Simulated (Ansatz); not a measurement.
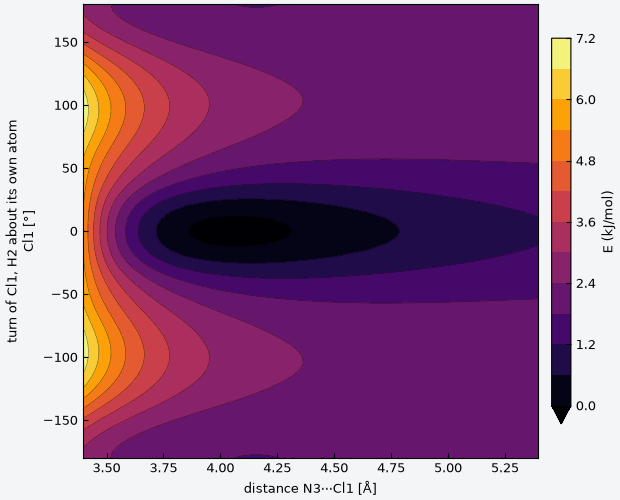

The pair ClH···N₂. 
- The turn is about an axis along (−0.68, −0.73, −0.04) in the frame of the relaxed pair, normal to the line between the partners.
- The first coordinate is: distance N3···Cl1; the second: turn of Cl1, H2 about its own atom Cl1.
- The scan uses a 15 × 15 grid; 167 points were computed and 58 follow by symmetry.
- Points are written as (first, second).
- All energies are given in kJ/mol relative to the lowest grid point.
- Computed with Ansatz, RHF/def2-TZVPD.

In the figure: filled contours. Between grid points the surface is interpolated.

The lowest grid point is at (4.006 Å, −12°). The bottom of the well lies between grid points, at about (4.046 Å, 0°), about 0.21 kJ/mol lower on the interpolated surface. A higher local minimum lies near (4.153 Å, −180°) (1.80 kJ/mol above the lowest at that grid point). The highest grid point, (3.395 Å, −84°), lies 6.84 kJ/mol above the lowest. Round the minimum the two coordinates are nearly uncoupled.

The level of theory is changed to RKS PBE0-D4/def2-TZVPD (Ansatz); with it change the reference geometry, relaxed at the new level; the new grid has 15 × 15 points.

How does the landscape change?

The minimum (interpolated where it lies between grid points) moves from about (4.046 Å, 0°) to about (3.637 Å, 0°). The curvature at the minimum changes from about 0.087 to 0.27 eV/Å² along distance N3···Cl1 and from about 0.094 to 0.21 eV/rad² along the second coordinate.

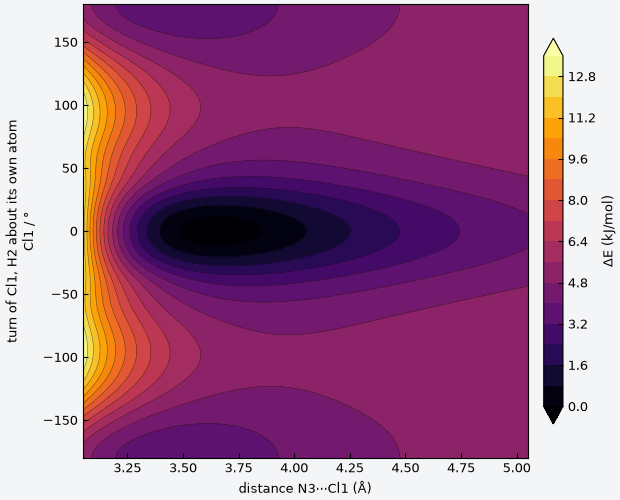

The map after the change, on a colour scale of its own. Drawn: filled contours, one colour for all values above the top of the scale. Between grid points the surface is interpolated.
